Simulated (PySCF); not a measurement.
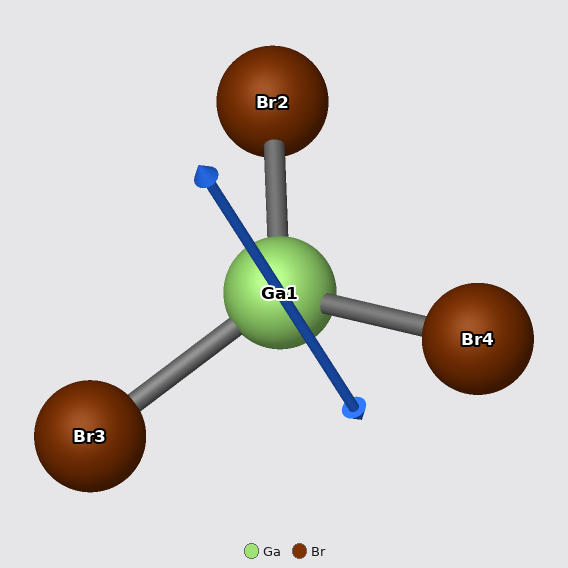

The double arrow shows the direction of the transition dipole to excited singlet state 9 (its length means nothing). Computed geometry: PBE0-D3(BJ)/def2-SVP optimisation. No frequency run is at hand to confirm it as a minimum. Level of theory: TDDFT PBE0/def2-SVPD, vertical, gas phase, core orbitals frozen in the response (PySCF 2.14.0).

**How is the transition polarised?**

Normal to the molecular plane.

**Give its energy, strength and character.**

6.07 eV (204 nm), oscillator strength 0.034, mainly HOMO−5 → LUMO (weight 0.99); transition dipole 1.22 D.
